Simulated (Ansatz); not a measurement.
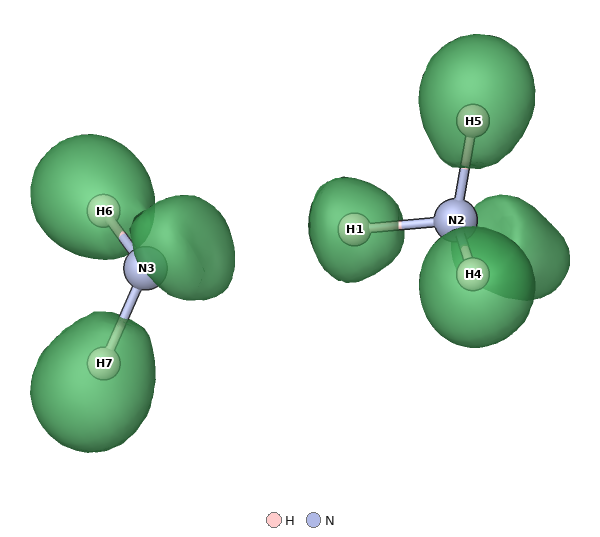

NH3···NH2 (doublet). Isosurface of the electron localisation function at 0.9 (green), seen at a tilt. Core shells and regions of very low density are left out.

The reactant side of a reaction path; geometry: PBE0-D4/def2-TZVP.

All numbers below come from UKS PBE0-D4/def2-TZVPP (Ansatz 0.2.0).

```xyz
7

H     0.0493    0.0691   -0.5924
N    -0.1269    0.3088   -1.5646
N    -0.0024   -0.2595    1.6533
H    -0.0686   -0.5496   -2.0988
H     0.6403    0.8944   -1.8713
H     0.1080    0.4847    2.3505
H    -0.6000   -0.9480    2.1233
```

**Identify the bonds, lone pairs and shells in this picture.**

The surface consists of five regions around hydrogen nuclei and two lobes on N, pointing away from the bonds (non-bonding electrons). Profiles from the grid: N3···H1 (2.27 Å): the ELF dips to about 0.05 between them (a closed-shell contact with the geometry of a hydrogen bond). N–H (1.01 Å): the ELF climbs to about 1 towards the hydrogen, as it does in any bond to H (an ordinary covalent bond to hydrogen).
